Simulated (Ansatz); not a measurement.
# UMP2/STO-3G run of OF (Oxygen monofluoride)

What is the electronic atomisation energy of OF (Oxygen monofluoride) at UMP2/STO-3G? 

The results are computed with Ansatz 0.2.0.

48 further runs of the same task are left out: 7 that didn't finish, 41 set aside as unsound or not needed.

## 1. The system as given

OF: 2 atoms, total charge 0, spin state doublet. As SMILES, `[O]F`. The shape is that of a PBE0-D4/def2-TZVP optimisation.

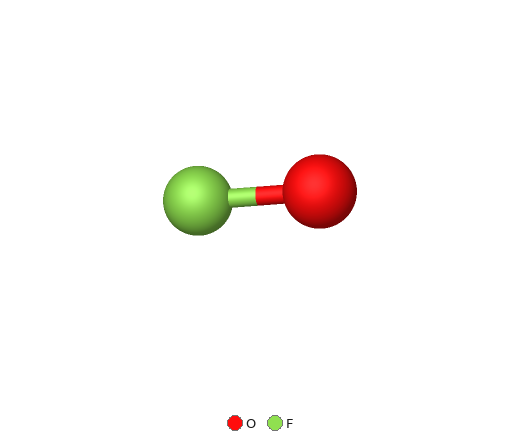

The structure, seen from a chosen angle (oxygen red, fluorine green).

## 2. A single-point energy at UMP2/STO-3G

in.yaml

```yaml
crystal:
  periodic: [false, false, false]
  atoms:
    - symbol: O
      position_ang: [0.000000, 0.000000, -0.015950]
    - symbol: F
      position_ang: [-0.000000, -0.000000, 1.314400]
basis:
  gaussian: {orbitals: STO-3G}
magnetization: {spin_polarized: true, initial_magnetization: 1}
correlation: {method: mp2, frozen_orbitals: {F: 1, O: 1}}
accuracy: high
```

The run is started by

```bash
$ ansatz run in.yaml --threads 1 --pin off --max-ram 3480MiB --events-out events.jsonl --progress --plain --runs-dir runs
```

What it wrote:

```text
Warning: RAYON_NUM_THREADS=1 ignored (pool sized by the plan → 1); use --threads N
Functional definition: HF
  name "HF"
  exchange = exact_x
  correlation = 0
149 factors; integrals over basis functions are off by at most 3.2e-8 eV
mean field evaluation 1: about -4674.0319 eV, gradient 6.7e0 eV
mean field evaluation 2: about -4674.1303 eV, gradient 6.8e0 eV
mean field evaluation 4: about -4674.8061 eV, gradient 2.3e0 eV
mean field evaluation 8: about -4674.9868 eV, gradient 1.2e-1 eV
mean field evaluation 16: about -4673.5856 eV, gradient 1.1e1 eV
mean field -4674.98468725 eV, -171.8025184379 hartree, gradient 3.2e-8 eV, S^2 0.764357; 2 other end points of the search recorded, 0 dependent functions left out
2 core orbitals not correlated: weight in the atoms' cores, before any rotation towards them, 1.000 or more for the frozen orbitals, at most 0.000 for the correlated occupied ones
reference -4674.98468725 eV, -171.8025184379 hartree; 7, 6 occupied and 1, 2 virtual orbitals, 149 factors
second order -1.10879528 eV of doubles, -0.00000000 eV of singles
Total energy: -4676.09348253 eV, -171.8432659128 hartree
```

Wall time 0.06 s (1 thread of Intel Xeon 6975P-C (Granite Rapids), shared host).

## 3. The F atom

in.yaml

```yaml
crystal:
  periodic: [false, false, false]
  atoms:
    - {symbol: F, position_ang: [0.000000, 0.000000, 0.000000]}
basis:
  gaussian: {orbitals: STO-3G}
correlation: {method: mp2, frozen_orbitals: {F: 1}}
magnetization: {spin_polarized: true, initial_magnetization: 1}
accuracy: high
```

Run the same way, it converges to -97.98651 Eh (log not shown).

## 4. The O atom at the same level

run.yaml

```yaml
crystal:
  periodic: [false, false, false]
  atoms:
    - {symbol: O, position_ang: [0.000000, 0.000000, 0.000000]}
basis:
  gaussian: {orbitals: STO-3G}
magnetization: {spin_polarized: true, initial_magnetization: 2}
correlation: {method: mp2, frozen_orbitals: {O: 1}}
accuracy: high
```

Run the same way, it converges to -73.80415 Eh (log not shown).

## 5. Results

Level: UMP2/STO-3G, 2 core orbitals frozen.

```
                                             quantity          value
                               molecule: total energy  -171.84327 Eh
molecule: correlation energy (2 core orbitals frozen)      -40.7 mEh
          molecule: ⟨S²⟩ of the reference determinant          0.764
                                 F atom: total energy   -97.98651 Eh
   F atom: correlation energy (1 core orbital frozen)        0.0 mEh
            F atom: ⟨S²⟩ of the reference determinant          0.750
                                 O atom: total energy   -73.80415 Eh
   O atom: correlation energy (1 core orbital frozen)        0.0 mEh
            O atom: ⟨S²⟩ of the reference determinant          2.000
                        electronic atomisation energy       1.432 eV
```

Taking the molecule apart into free atoms costs 1.43 eV (138 kJ/mol), before zero-point energy and without spin-orbit coupling. In a minimal basis such a difference can be off by several eV, whatever the method.
